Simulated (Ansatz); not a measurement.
# C7H4FNO: harmonic frequencies at the relaxed geometry

At which frequencies does C7H4FNO vibrate? A script is to give harmonic frequencies at the relaxed geometry; the system is C7H4FNO. SMILES: N=C1C=CC=C(F)C1=C=O.

All numbers are computed with Ansatz 0.2.0, driven from Python. Level of theory: B3LYP+D4/def2-SVP.

### Step 1. The system

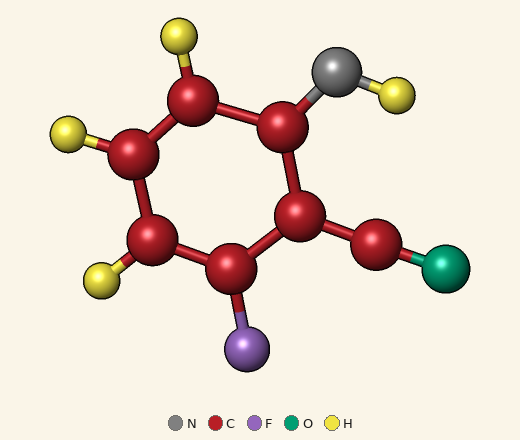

The starting structure, viewed from a chosen angle; nitrogen grey, carbon red, fluorine purple, oxygen teal, hydrogen yellow.

No structure file is read: the coordinates are typed or built in the script.

### Step 2. The code

Contents of c7h4fno_freq.py:

```python
"""Harmonic frequencies of C7H4FNO at its relaxed geometry."""

import itertools
import logging
import sys

import ansatz as az
from ase.data import atomic_numbers, covalent_radii
import numpy as np

logging.basicConfig(stream=sys.stdout, format="%(name)s: %(message)s")
log = logging.getLogger("c7h4fno")
log.setLevel(logging.INFO)

GEOMETRY = """
N    -1.17210   -2.10130   -0.33850
C    -0.44480   -1.04930   -0.14550
C     1.01640   -1.24540    0.08540
C     1.83090   -0.20100    0.29230
C     1.34310    1.15730    0.30300
C     0.04610    1.42130    0.10410
F    -0.37960    2.70190    0.11990
C    -0.91440    0.37020   -0.12770
C    -2.17010    0.63530   -0.31960
O    -3.31320    0.85020   -0.49600
H    -2.16260   -1.87610   -0.48870
H     1.37830   -2.26770    0.07650
H     2.89310   -0.35880    0.45920
H     2.04900    1.96350    0.47560
"""

geometry = az.Crystal.molecule()
for line in GEOMETRY.strip().splitlines():
    symbol, *xyz = line.split()
    geometry = geometry.atom(symbol, [float(v) for v in xyz])

base = geometry.calculation().basis(gaussian="def2-SVP").functional("B3LYP", dispersion="d4")
symbols = [site.symbol for site in geometry.cartesian_sites]
start = np.array([site.position_ang for site in geometry.cartesian_sites], dtype=float)
r = base.relax(force_tolerance=0.003).run(threads=1).report
end = np.array(r["positions_ang"])

# pairs closer than 1.2 times the sum of covalent radii, before or after
radius = [covalent_radii[atomic_numbers[s]] for s in symbols]
span = lambda where, i, j: np.linalg.norm(where[i] - where[j])
bonded = [(i, j) for i, j in itertools.combinations(range(len(symbols)), 2) if min(span(start, i, j), span(end, i, j)) < 1.2 * (radius[i] + radius[j])]
log.info("pair        before    after (A)")
for i, j in bonded:
    print(f"{symbols[i]}{i}-{symbols[j]}{j}".ljust(10), f"{span(start, i, j):8.4f} {span(end, i, j):8.4f}")

# frequencies need a stationary point, so they are taken at the relaxed geometry
minimum = az.Crystal.molecule()
for symbol, place in zip(symbols, end):
    minimum = minimum.atom(symbol, place.tolist())
vibrating = (
    minimum.calculation()
    .basis(gaussian="def2-SVP")
    .functional("B3LYP", dispersion="d4")
    .phonons(temperatures=(200, 600, 100))
)
vib = vibrating.run(threads=1).report["vibrations"]
sums = vib["harmonic_sums"]
modes = [m["omega_inv_cm"] for m in sums["modes_at_gamma"] if m["rigid_motion"] == "no"]
print("frequencies (1/cm):", " ".join(f"{w:.0f}" for w in modes))
print("imaginary modes:", sum(w < 0 for w in modes), " zero-point energy:", round(sums["zero_point_energy_ev"], 4), "eV")
log.info("T (K)   F_vib (eV)   S_vib (meV/K)   C_vib (meV/K)")
for row in zip(sums["temperatures_k"], sums["vibrational_free_energy_ev"], vib["entropy_ev_per_k"], vib["heat_capacity_ev_per_k"]):
    log.info(f"{row[0]:6.1f} {row[1]:11.4f} {1000 * row[2]:13.4f} {1000 * row[3]:15.4f}")
```

### Step 3. What the engine is handed

The engine receives this input (first run):

```yaml
crystal:
  periodic: [false, false, false]
  atoms:
    - { symbol: "N", position_ang: [-1.1721, -2.1013, -0.3385] }
    - { symbol: C, position_ang: [-0.4448, -1.0493, -0.1455] }
    - { symbol: C, position_ang: [1.0164, -1.2454, 0.0854] }
    - { symbol: C, position_ang: [1.8309, -0.201, 0.2923] }
    - { symbol: C, position_ang: [1.3431, 1.1573, 0.303] }
    - { symbol: C, position_ang: [0.0461, 1.4213, 0.1041] }
    - { symbol: F, position_ang: [-0.3796, 2.7019, 0.1199] }
    - { symbol: C, position_ang: [-0.9144, 0.3702, -0.1277] }
    - { symbol: C, position_ang: [-2.1701, 0.6353, -0.3196] }
    - { symbol: O, position_ang: [-3.3132, 0.8502, -0.496] }
    - { symbol: H, position_ang: [-2.1626, -1.8761, -0.4887] }
    - { symbol: H, position_ang: [1.3783, -2.2677, 0.0765] }
    - { symbol: H, position_ang: [2.8931, -0.3588, 0.4592] }
    - { symbol: H, position_ang: [2.049, 1.9635, 0.4756] }
basis:
  gaussian:
    orbitals: def2-SVP
hamiltonian:
  xc: b3lyp
  dispersion: d4
relax:
  f_tol: 0.003
```

### Step 4. Running it

On the command line:

```bash
python c7h4fno_freq.py
```

The log of the run:

```text
c7h4fno: pair        before    after (A)
N0-C1        1.2934   1.2863
N0-H10       1.0268   1.0250
C1-C2        1.4923   1.4638
C1-C7        1.4953   1.5058
C2-C3        1.3405   1.3565
C2-H11       1.0845   1.0909
C3-C4        1.4433   1.4477
C3-H12       1.0867   1.0927
C4-C5        1.3385   1.3487
C4-H13       1.0854   1.0900
C5-F6        1.3496   1.3410
C5-C7        1.4426   1.4505
C7-C8        1.2976   1.3396
C8-O9        1.1764   1.1550
frequencies (1/cm): 58 128 194 235 310 431 432 470 519 540 596 631 674 711 806 821 843 883 1014 1017 1031 1141 1167 1270 1297 1330 1425 1451 1620 1649 1726 2238 3189 3216 3225 3456
imaginary modes: 0  zero-point energy: 2.5879 eV
c7h4fno: T (K)   F_vib (eV)   S_vib (meV/K)   C_vib (meV/K)
c7h4fno:  200.0      2.5464        0.4980          0.6573
c7h4fno:  300.0      2.4796        0.8398          1.0493
c7h4fno:  400.0      2.3781        1.1898          1.3900
c7h4fno:  500.0      2.2420        1.5308          1.6661
c7h4fno:  600.0      2.0726        1.8547          1.8850
```

Run time: 9 min. Hardware: 1 thread of Intel Xeon 6975P-C (Granite Rapids), shared host; peak memory 0.58 GiB.

### Step 5. What changed from run to run

The engine's inputs for the other runs:

Run 2, against run 1:

```diff
@@ -4,14 +4,14 @@
-    - { symbol: "N", position_ang: [-1.1721, -2.1013, -0.3385] }
-    - { symbol: C, position_ang: [-0.4448, -1.0493, -0.1455] }
-    - { symbol: C, position_ang: [1.0164, -1.2454, 0.0854] }
-    - { symbol: C, position_ang: [1.8309, -0.201, 0.2923] }
-    - { symbol: C, position_ang: [1.3431, 1.1573, 0.303] }
-    - { symbol: C, position_ang: [0.0461, 1.4213, 0.1041] }
-    - { symbol: F, position_ang: [-0.3796, 2.7019, 0.1199] }
-    - { symbol: C, position_ang: [-0.9144, 0.3702, -0.1277] }
-    - { symbol: C, position_ang: [-2.1701, 0.6353, -0.3196] }
-    - { symbol: O, position_ang: [-3.3132, 0.8502, -0.496] }
-    - { symbol: H, position_ang: [-2.1626, -1.8761, -0.4887] }
-    - { symbol: H, position_ang: [1.3783, -2.2677, 0.0765] }
-    - { symbol: H, position_ang: [2.8931, -0.3588, 0.4592] }
-    - { symbol: H, position_ang: [2.049, 1.9635, 0.4756] }
+    - { symbol: "N", position_ang: [-1.1742080258314525, -2.1217341295479852, -0.3401752460767482] }
+    - { symbol: C, position_ang: [-0.4416210638306313, -1.0822401331502254, -0.1472252575192289] }
+    - { symbol: C, position_ang: [0.9954662972397563, -1.2398913634767523, 0.08224565356764345] }
+    - { symbol: C, position_ang: [1.8317705260099382, -0.19284274908038856, 0.29304026791586296] }
+    - { symbol: C, position_ang: [1.3771010387830946, 1.181449517290598, 0.3102993403193509] }
+    - { symbol: C, position_ang: [0.06591753725033712, 1.423536606055726, 0.10760118486254651] }
+    - { symbol: F, position_ang: [-0.4429144338706296, 2.664290065163809, 0.10673799015614922] }
+    - { symbol: C, position_ang: [-0.8880132406760856, 0.35568805497073247, -0.12427192626945398] }
+    - { symbol: C, position_ang: [-2.177062622852518, 0.6641648719221099, -0.31878743410945826] }
+    - { symbol: O, position_ang: [-3.2985525668408493, 0.87944370067148, -0.49161824840888724] }
+    - { symbol: H, position_ang: [-2.1618568000087395, -1.891663898151941, -0.48962390150047247] }
+    - { symbol: H, position_ang: [1.3540640988952244, -2.2701669387483574, 0.07226666617899608] }
+    - { symbol: H, position_ang: [2.89560152484583, -0.37993093441301823, 0.45812065832773646] }
+    - { symbol: H, position_ang: [2.064407730886724, 2.009997330494212, 0.48139025255596335] }
@@ -24,2 +24,5 @@
-relax:
-  f_tol: 0.003
+phonons:
+  temperatures:
+    t_min: 200.0
+    t_max: 600.0
+    t_step: 100.0
```

### Step 6. The runs side by side

From the records of these 2 runs:

```csv
run,kind of run,energy from run 2 (eV),SCF cycles in all,CPU time (s)
1,relaxation,0.0000,84,69
2,phonons,0.0000,525,470
```

### Step 7. How the relaxation of run 1 went

The steps of the relaxation:

| step | energy from step 1 (eV) | largest force component (eV/Å) |
| --- | --- | --- |
| 1 | 0.0000 | 4.2313 |
| 2 | -0.1248 | 0.8954 |
| 3 | -0.1434 | 0.1189 |
| 4 | -0.1443 | 0.0596 |
| 5 | -0.1445 | 0.0133 |
| 6 | -0.1446 | 0.0102 |
| 7 | -0.1446 | 0.0055 |
| 8 | -0.1446 | 0.0020 |

Step 1 is the start.

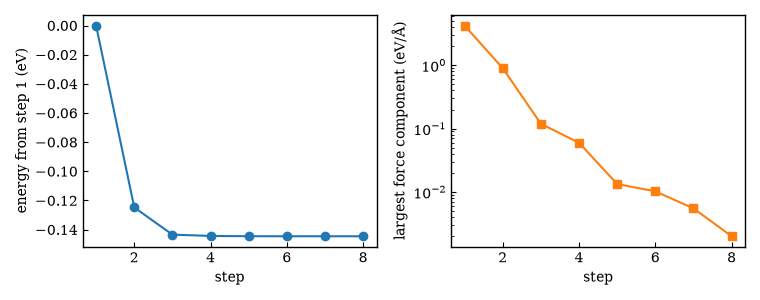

Energy and largest force along the relaxation.

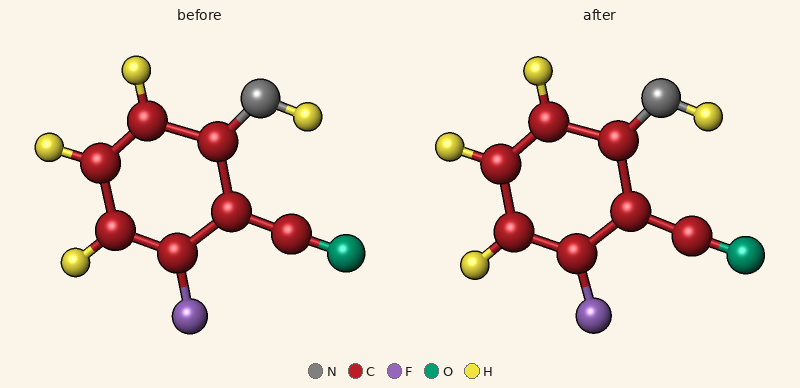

The structure before (left) and after (right) the relaxation, drawn at the same scale.

Before: Bond lengths: N1–C2 1.293 Å, C2–C3 1.492 Å, C3–C4 1.341 Å, C4–C5 1.443 Å, C5–C6 1.338 Å, C6–F7 1.350 Å, C2–C8 1.495 Å, C6–C8 1.443 Å, C8–C9 1.298 Å, C9–O10 1.176 Å, N1–H11 1.027 Å, C3–H12 1.085 Å, C4–H13 1.087 Å, C5–H14 1.085 Å. Angles (14 of 20 angles, heavy atoms first): N1–C2–C3 117.8°, N1–C2–C8 126.7°, C3–C2–C8 115.5°, C2–C3–C4 121.1°, C3–C4–C5 121.9°, C4–C5–C6 120.8°, C5–C6–F7 119.4°, C5–C6–C8 121.7°, F7–C6–C8 118.9°, C2–C8–C6 119.0°, C2–C8–C9 119.7°, C6–C8–C9 121.3°, C8–C9–O10 178.7°, C2–N1–H11 112.7°.

After: Bond lengths: N1–C2 1.286 Å, C2–C3 1.464 Å, C3–C4 1.357 Å, C4–C5 1.448 Å, C5–C6 1.349 Å, C6–F7 1.341 Å, C2–C8 1.506 Å, C6–C8 1.451 Å, C8–C9 1.340 Å, C9–O10 1.155 Å, N1–H11 1.025 Å, C3–H12 1.091 Å, C4–H13 1.093 Å, C5–H14 1.090 Å. Angles (14 of 20 angles, heavy atoms first): N1–C2–C3 119.7°, N1–C2–C8 127.2°, C3–C2–C8 113.0°, C2–C3–C4 123.1°, C3–C4–C5 122.7°, C4–C5–C6 118.3°, C5–C6–F7 122.3°, C5–C6–C8 122.1°, F7–C6–C8 115.6°, C2–C8–C6 120.7°, C2–C8–C9 120.2°, C6–C8–C9 119.1°, C8–C9–O10 177.4°, C2–N1–H11 112.9°.

### Step 8. Harmonic frequencies

Frequencies (cm⁻¹; negative: imaginary): 58, 128, 194, 235, 310, 431, 432, 470, 519, 540, 596, 631, 674, 711, 806, 821, 843, 883, 1014, 1017, 1031, 1141, 1167, 1270, 1297, 1330, 1425, 1451, 1620, 1649, 1726, 2238, 3189, 3216, 3225, 3456.

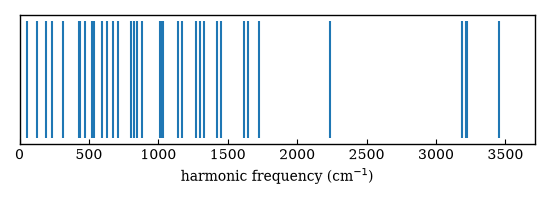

The harmonic frequencies as lines of equal height (no intensities).

### Step 9. Summary of results

| quantity | value |
| --- | --- |
| runs compared | 2 |
| moves of the relaxation of run 1 | 7 |
| energy gained in run 1 | 0.145 eV |
| last largest force component of run 1 | 0.0020 eV/Å |
| highest frequency | 3456 cm⁻¹ |
| imaginary modes | 0 |
| zero-point energy | 2.588 eV |

The dearest, run 2 (phonons), took some 6.8 times as long as run 1 (relaxation). Run 1: After 7 moves the largest shift is 0.075 Å, of atom 7 (F). All frequencies are real, so the geometry is a minimum. The values are harmonic; measured fundamentals also hold anharmonic shifts, mostly downward for stretches. The frequencies are harmonic and unscaled, in a modest basis. b3lyp holds the VWN-RPA fit, as in Gaussian; the form of ORCA and Turbomole is b3lyp5.
